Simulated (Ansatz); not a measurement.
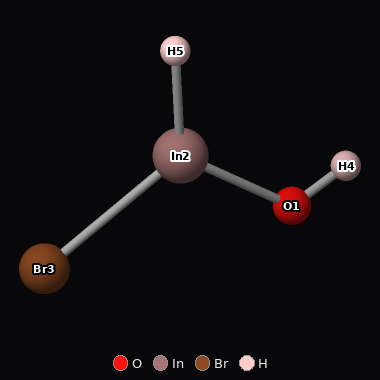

The system is BrH₂InO, SMILES [OH][InH][Br]; the picture shows the grid point nearest to the relaxed geometry. 
- Two internal coordinates are moved rigidly from the geometry relaxed at PBE0-D4/def2-TZVP, all others fixed.
- First axis: bond O1–H4. Second axis: angle In2–O1–H4.
- The grid has 5 × 5 points.
- Points are written as (first, second).
- Energies: kcal/mol, counted from the lowest grid point.
- Computed with RKS r2SCAN-D4/def2-TZVPP in Ansatz.

Its coordinates:

```yaml
atoms:
  - { symbol: O, position_ang: [-1.3090, -0.5292, -0.4277] }
  - { symbol: In, position_ang: [0.4481, 0.1774, 0.1252] }
  - { symbol: Br, position_ang: [1.7612, -1.6196, 1.1587] }
  - { symbol: H, position_ang: [-1.8510, 0.1099, -0.8265] }
  - { symbol: H, position_ang: [1.0189, 1.7687, -0.0584] }
```

Range: bond O1–H4 from 0.845 to 1.345 Å; angle In2–O1–H4 from 83.2 to 143.2°.

Q: What will the energy surface look like?

A: The lowest grid point is at (0.928 Å, 113.2°). The bottom of the well lies between grid points, at about (0.963 Å, 112°), about 0.71 kcal/mol lower on the interpolated surface. It is the only kind of minimum in the scanned range. The highest grid point, (1.345 Å, 143.2°), lies 47.4 kcal/mol above the lowest. Round the minimum the two coordinates are weakly coupled (coupling 0.08 in units of the two stiffnesses).

| angle In2–O1–H4 ↓, bond O1–H4 → | 0.845 | 0.928 | 1.048 | 1.189 | 1.345 |
| --- | --- | --- | --- | --- | --- |
| 143.2 | 13.6 | 4.4 | 8.4 | 24.9 | 47.4 |
| 128.2 | 10.9 | 1.3 | 4.9 | 20.8 | 42.7 |
| 113.2 | 10.0 | 0.0 | 2.9 | 18.2 | 39.6 |
| 98.2 | 12.4 | 1.9 | 4.2 | 18.7 | 39.3 |
| 83.2 | 19.7 | 8.8 | 10.3 | 23.7 | 43.3 |

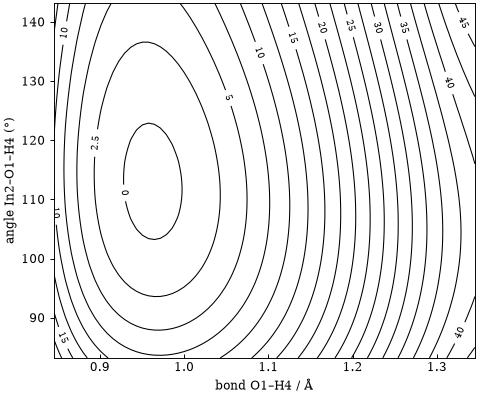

The picture shows contour lines labelled in kcal/mol. Between grid points the surface is interpolated.
